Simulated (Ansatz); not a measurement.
```
Rb Si
1.0
     7.19901    0.00000    0.00000
     0.00000    7.19901    0.00000
     0.00000    0.00000    7.19901
Rb Si
2 4
Direct
  0.00000 0.00000 0.00000
  0.50000 0.50000 0.50000
  0.25000 0.25000 0.25000
  0.25000 0.75000 0.75000
  0.75000 0.75000 0.25000
  0.75000 0.25000 0.75000
```

Space group Pn-3m; started from the cuprite_224 prototype, which need not be the ambient phase.

Level of theory: DFT PBE, scalar-relativistic, plane waves, PAW in Ansatz 0.2.0.

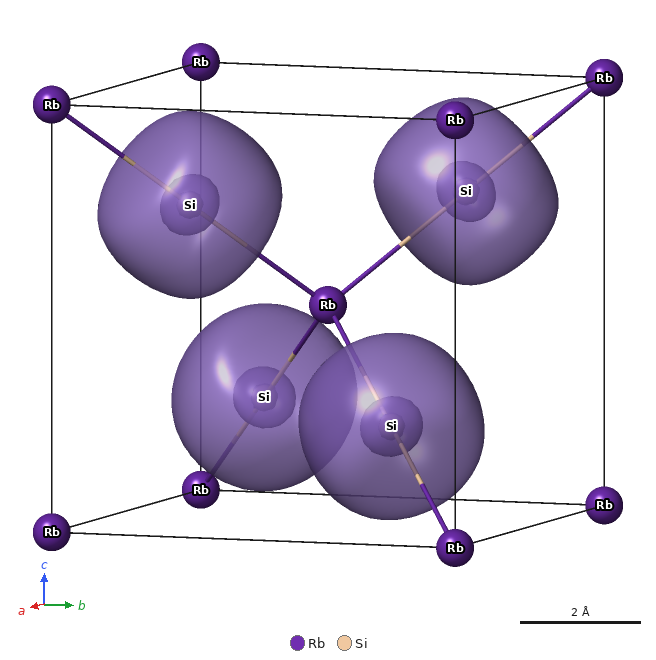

RbSi2. Isosurface of the ELF at 0.65 (purple), seen slightly off an axis. Core shells and regions of very low density are left out. Sticks mark near contacts.

In a PAW calculation such maps are meaningful between the atoms, not at the nuclei.

Q: Describe the localisation domains.

A: The surface consists of four regions wrapped around Si (the valence shell of each) and four small core shells on Si, counted in one cell of 6 atoms. Any copies at cell faces, edges or corners count once. Along the contacts the grid gives the following. Rb–Si (3.12 Å): the ELF peaks at about 0.90 in the valence shell of Si, 0.9 Å from its nucleus, and drops to about 0.10 between the two atoms.
